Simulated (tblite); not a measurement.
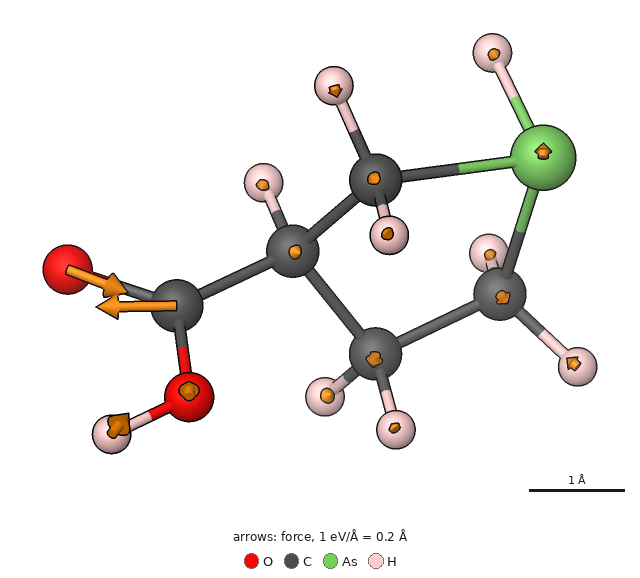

Starting geometry of C5H9AsO2 with the computed forces as orange arrows. A ball-and-stick model, seen at a tilt.

These are results of GFN2-xTB geometry optimisation, gas phase (tblite 0.8.0), not measurements. 

**What follows when this structure is relaxed?**

It isn't relaxed: the largest force vector, on a C atom, is 4.34 eV/Å. The final displacements follow the starting forces only in part (cosine between the two patterns 0.38). After 45 geometry steps the energy has fallen by 11.8 kcal/mol. The atom that moves furthest after the best rigid fit is an H atom (0.23 Å). By element the largest moves are H 0.23 Å, O 0.16 Å, C 0.05 Å, As 0.05 Å. Near-neighbour distances that change, for instance: C–O 1.410 → 1.342 Å, C–O 1.257 → 1.202 Å, As–H 1.561 → 1.513 Å, H–O 1.010 → 0.970 Å. Bond angles that change, for instance: C–O–H 120.7° → 110.1°, O–C–C 120.2° → 112.7°, O–C–C 120.7° → 125.2°.
